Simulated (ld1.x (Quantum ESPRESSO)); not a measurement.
## Pd: pseudopotential generation (part 2 of 2)

The same run, continued: palladium (Pd, Z = 46), core [Ar] 3d10, reference valence 4s2 4p6 4d9 5s0 5p0 (an ion of charge +1), valence charge 18. Method: TM potential, LDA (PZ), scalar-relativistic, made with ld1.x (Quantum ESPRESSO) 7.5.

Output of the test run (extracts), continued:
```
     ---------------------- Testing the pseudopotential ----------------------

     Pd
     scalar relativistic calculation

     atomic number is 46.00   valence charge is 18.00
     dft =PZ   lsd =0 sic =0 latt =0  beta=0.20 tr2=1.0E-14
     mesh =1235 r(mesh) =  99.12271 xmin = -7.00 dx = 0.01250

     n l     nl             e AE (Ry)        e PS (Ry)    De AE-PS (Ry)
     1 0     4S   1( 2.00)       -7.42290       -7.39465       -0.02826  !
     2 1     4P   1( 6.00)       -4.90013       -4.87359       -0.02654  !
     3 2     4D   1( 8.00)       -1.33728       -1.31695       -0.02033  !
     2 0     5S   1( 1.00)       -0.94291       -0.97543        0.03252  !
     3 1     5P   1( 0.00)       -0.54766       -0.54665       -0.00100

     eps = 5.7E-15  iter = 21

     Etot =  -10081.247631 Ry,   -5040.623815 Ha, -137162.361561 eV
     Etotps =  -331.256432 Ry,    -165.628216 Ha,   -4506.973357 eV
     dEtot_ae =       0.323941 Ry
     dEtot_ps =       0.280089 Ry,   Delta E=       0.043851 Ry

     Ekin =      88.954793 Ry,      44.477396 Ha,    1210.291613 eV
     Encl =    -556.058371 Ry,    -278.029186 Ha,   -7565.559555 eV
     Ehrt =     205.214313 Ry,     102.607156 Ha,    2792.082965 eV
     Ecxc =    -104.777953 Ry,     -52.388976 Ha,   -1425.576670 eV
     (Ecc =     -76.826021 Ry,     -38.413010 Ha,   -1045.271262 eV)
     Epseu=      35.410786 Ry,      17.705393 Ha,     481.788291 eV

     ---------------------- End of pseudopotential test ----------------------

     ---------------------- Testing the pseudopotential ----------------------

     Pd
     scalar relativistic calculation

     atomic number is 46.00   valence charge is 18.00
     dft =PZ   lsd =1 sic =0 latt =0  beta=0.20 tr2=1.0E-14
     mesh =1235 r(mesh) =  99.12271 xmin = -7.00 dx = 0.01250

     n l     nl             e AE (Ry)        e PS (Ry)    De AE-PS (Ry)
     1 0     4S   1( 1.00)       -7.13522       -7.13614        0.00092
     2 1     4P   1( 3.00)       -4.62535       -4.62570        0.00035
     3 2     4D   1( 5.00)       -1.11442       -1.11529        0.00087
     2 0     5S   1( 0.00)       -0.84493       -0.88126        0.03633  !
     3 1     5P   1( 0.00)       -0.47404       -0.47987        0.00583  !
     1 0     4S   2( 1.00)       -7.08986       -7.08908       -0.00077
     2 1     4P   2( 3.00)       -4.57893       -4.57844       -0.00049
     3 2     4D   2( 4.00)       -1.07194       -1.07095       -0.00099
     2 0     5S   2( 0.00)       -0.82722       -0.86287        0.03565  !
     3 1     5P   2( 0.00)       -0.46410       -0.46982        0.00572  !

     eps = 4.4E-15  iter = 15

     Etot =  -10081.582187 Ry,   -5040.791093 Ha, -137166.913426 eV
     Etotps =  -331.547602 Ry,    -165.773801 Ha,   -4510.934925 eV
     dEtot_ae =      -0.010615 Ry
     dEtot_ps =      -0.011081 Ry,   Delta E=       0.000465 Ry

     Ekin =      90.939212 Ry,      45.469606 Ha,    1237.291013 eV
     Encl =    -561.223239 Ry,    -280.611620 Ha,   -7635.831165 eV
     Ehrt =     209.518535 Ry,     104.759267 Ha,    2850.644888 eV
     Ecxc =    -105.161479 Ry,     -52.580740 Ha,   -1430.794813 eV
     (Ecc =     -76.826021 Ry,     -38.413010 Ha,   -1045.271262 eV)
     Epseu=      34.379369 Ry,      17.189685 Ha,     467.755151 eV

     ---------------------- End of pseudopotential test ----------------------

     ---------------------- Testing the pseudopotential ----------------------

     Pd
     scalar relativistic calculation

     atomic number is 46.00   valence charge is 18.00
     dft =PZ   lsd =1 sic =0 latt =0  beta=0.20 tr2=1.0E-14
     mesh =1235 r(mesh) =  99.12271 xmin = -7.00 dx = 0.01250

     n l     nl             e AE (Ry)        e PS (Ry)    De AE-PS (Ry)
     1 0     4S   1( 1.00)       -8.16905       -8.16991        0.00085
     2 1     4P   1( 3.00)       -5.64767       -5.64791        0.00024
     3 2     4D   1( 5.00)       -2.06928       -2.07079        0.00151
     2 0     5S   1( 0.00)       -1.53230       -1.58972        0.05742  !
     3 1     5P   1( 0.00)       -1.05797       -1.07024        0.01227  !
     1 0     4S   2( 1.00)       -8.07142       -8.06875       -0.00267
     2 1     4P   2( 3.00)       -5.54792       -5.54647       -0.00145
     3 2     4D   2( 3.00)       -1.97581       -1.97302       -0.00279
     2 0     5S   2( 0.00)       -1.48958       -1.54560        0.05602  !
     3 1     5P   2( 0.00)       -1.02963       -1.04150        0.01187  !

     eps = 6.2E-15  iter = 16

     Etot =  -10080.068807 Ry,   -5040.034404 Ha, -137146.322849 eV
     Etotps =  -330.035893 Ry,    -165.017947 Ha,   -4490.367083 eV
     dEtot_ae =       1.502764 Ry
     dEtot_ps =       1.500628 Ry,   Delta E=       0.002136 Ry

     Ekin =      89.113584 Ry,      44.556792 Ha,    1212.452073 eV
     Encl =    -542.777173 Ry,    -271.388586 Ha,   -7384.859646 eV
     Ehrt =     193.332431 Ry,      96.666215 Ha,    2630.421722 eV
     Ecxc =    -104.275935 Ry,     -52.137968 Ha,   -1418.746378 eV
     (Ecc =     -76.826021 Ry,     -38.413010 Ha,   -1045.271262 eV)
     Epseu=      34.571201 Ry,      17.285600 Ha,     470.365147 eV

     ---------------------- End of pseudopotential test ----------------------
```

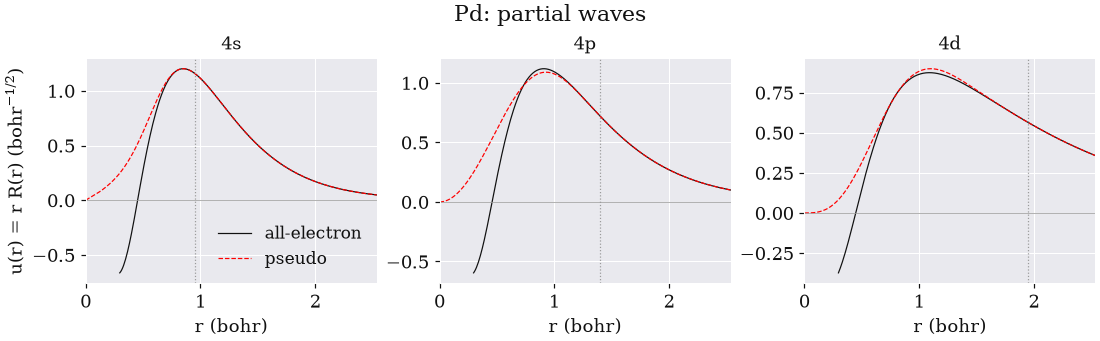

All-electron valence functions (solid) with their pseudo partners (dashed). Dotted lines mark the matching radii. The innermost oscillations of some all-electron curves aren't drawn. Pseudo-waves: 4s has no node; 4p has no node; 4d has no node.

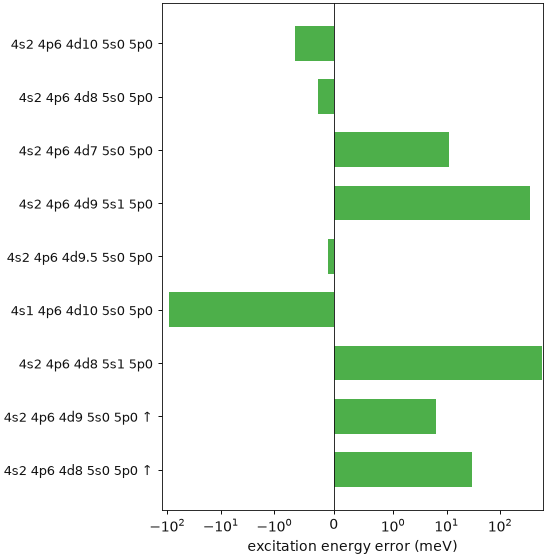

Errors, all-electron minus pseudo, of the energies of valence configurations relative to the unpolarised reference 4s2 4p6 4d9 5s0 5p0. An arrow marks spin-polarised runs filled by Hund’s rule.

- Worst configuration: 4s2 4p6 4d8 5s1 5p0 (charge +1): the error is +597 meV on an all-electron energy of +4.41 eV relative to the reference, or 14 %.
- Configurations within 10 meV and within 50 meV: 4 and 6 of 9.
- Errors in meV: 4s2 4p6 4d10 5s0 5p0: -0.7; 4s2 4p6 4d8 5s0 5p0: -0.3; 4s2 4p6 4d7 5s0 5p0: +11; 4s2 4p6 4d9 5s1 5p0: +363; 4s2 4p6 4d9.5 5s0 5p0: -0.1; 4s1 4p6 4d10 5s0 5p0: -94; 4s2 4p6 4d8 5s1 5p0: +597; 4s2 4p6 4d9 5s0 5p0 ↑: +6.3; 4s2 4p6 4d8 5s0 5p0 ↑: +29.

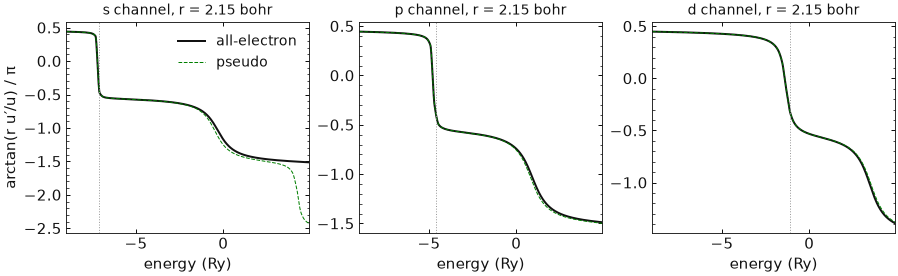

Unwrapped phase arctan(r u′/u) in units of π against energy, all-electron (solid) and pseudo (dashed); the pseudo phase is matched to the all-electron one at the reference energy. Here u = r R(r). A near-vertical step is a level narrower than the spacing of the points behind the curves. The dotted line marks the reference energy of the channel.

- Ghost states: Going away from the reference energies, the phases part by more than π/2 in: s at about 4.3 Ry (above its reference energy, pseudo phase lower). Such a step is either a state that only one of the two atoms has or an ordinary level shifted in energy. The separate test gives: no ghost state below the valence levels in the s, p, d, f channels.
- Range over which the phases agree within 0.05 rad: s: up to about -1.4 Ry; p: up to about 0.1 Ry; d: up to about 2.9 Ry.

Results in brief:

- outcome: generated
- cutoffs needed: 140 Ry and 260 Ry (the cutoffs, on a coarse ladder, from which the occupation-weighted sum of valence levels, in a spherical-Bessel basis at the reference potential, stays within 10 and 1 mRy of its value at 400 Ry); ghost states and empty shells don't enter this sum
- ghost test: no ghost state below the valence levels in the s, p, d, f channels (spherical-Bessel basis up to 400 Ry, 20 bohr box)
- largest excitation error: +597 meV (all-electron minus pseudo) for 4s2 4p6 4d8 5s1 5p0, out of 7 test configurations
- range over which the phases arctan(r u′/u) at the test radius agree within 0.05 rad (a looser test near the poles than one of phase shifts): s: up to about -1.4 Ry; p: up to about 0.1 Ry; d: up to about 2.9 Ry
- hardware: 1 CPU thread, shared host
- wall time: 1.5 s

Remarks:

An excitation error of 597 meV in its own tests makes this a poorly transferable potential.
